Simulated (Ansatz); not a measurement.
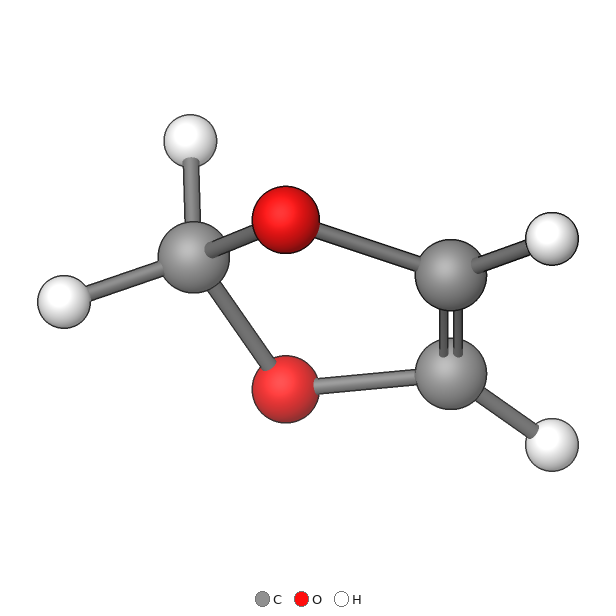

Double and triple bonds are drawn as two and three sticks.

The geometry was computed by an optimisation with PBE0-D4/def2-TZVP.

What does the picture show?

The molecule is C3H4O2. As SMILES it reads `C1=COCO1`. Independent rings (smallest set): 1 of 5 members. Among its groups: ether, alkene. The point group is Cs. Coordination: 2 C trigonal planar; 2 O bent; 1 C tetrahedral.

More results for the same structure follow; atom numbers are the same in all pictures, views and colours differ.

## Shape

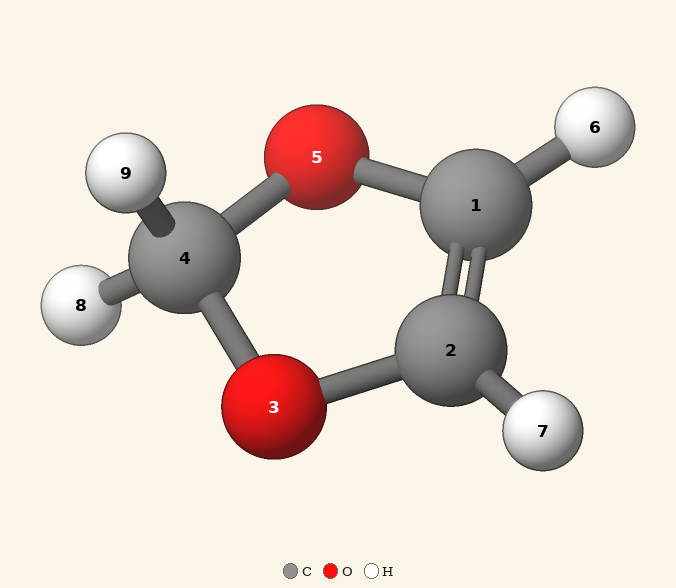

Atoms carry their numbers in the input.

Estimate the angles C2–C1–O5, C2–C1–H6, O5–C1–H6, O3–C4–O5, O3–C4–H8, O3–C4–H9, C2–O3–C4.

```tsv
angle	degrees
C2–C1–O5	110.2
C2–C1–H6	132.0
O5–C1–H6	117.8
O3–C4–O5	106.9
O3–C4–H8	110.0
O3–C4–H9	109.2
C2–O3–C4	103.6
```

## Thermal motion

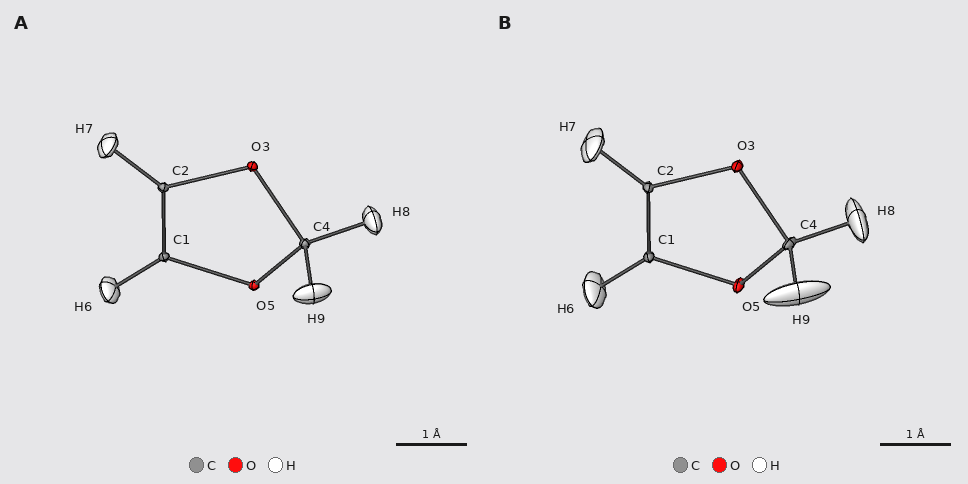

Displacement ellipsoids at the 50 % level, from the internal vibrations of the free molecule (harmonic, no overall translation or rotation; no half-axis is drawn under 0.075 Å). Vibrations computed with RKS PBE0-D4/def2-TZVP (Ansatz 0.2.0). One panel is for 200 K, the other for 900 K.

Question: Which panel is for 900 K?

Answer: B.

Question: How much does the mean-square displacement of H9 grow, and why?

Answer: U_eq goes from 0.0170 to 0.0417 Å², a factor of 2.5. Modes below kT (626 cm⁻¹ at 900 K) grow about in proportion to T, and the lowest lies at 204 cm⁻¹; the mean-square amplitude of a mode is its zero-point value times coth(ħω/2kT), which comes close to 1 only above about 3kT.

## Vibrations

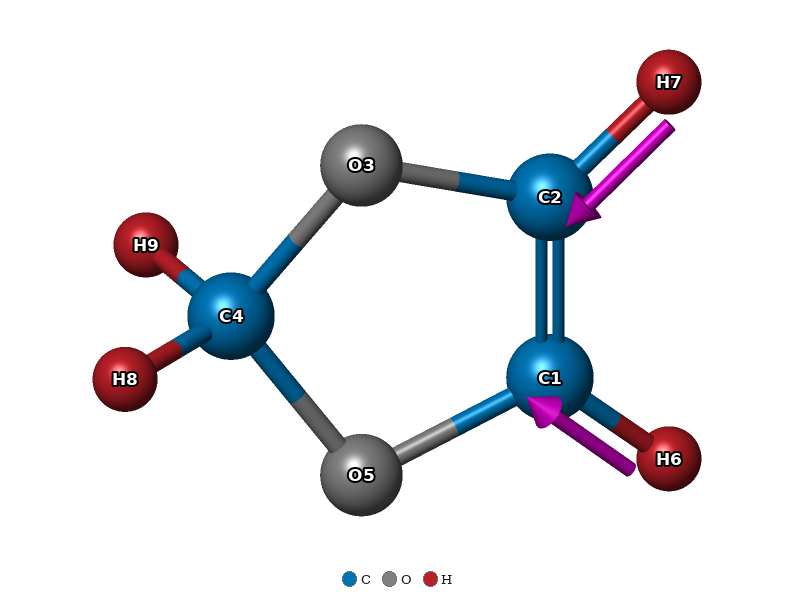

The arrows show one normal mode. Harmonic vibrations computed with RKS PBE0-D4/def2-TZVP (Ansatz 0.2.0) at a stationary point of the same level.

Question: What kind of motion is it?

Answer: Mostly in-phase stretching of 2 C–H bonds.

Question: At what wavenumber does it lie?

Answer: 3320 cm⁻¹; it is mode 21 of 21 counted from the lowest.

## Electronic properties

Properties computed with RKS PBE0-D4/def2-QZVPP (Ansatz 0.2.0).

Question: Give the dispersion correction at this level.

Answer: −12.6 kJ/mol.

Question: Give the HOMO energy (Kohn–Sham orbital) at this level.

Answer: −5.97 eV.

Question: Estimate the LUMO energy (Kohn–Sham orbital).

Answer: 0.66 eV.
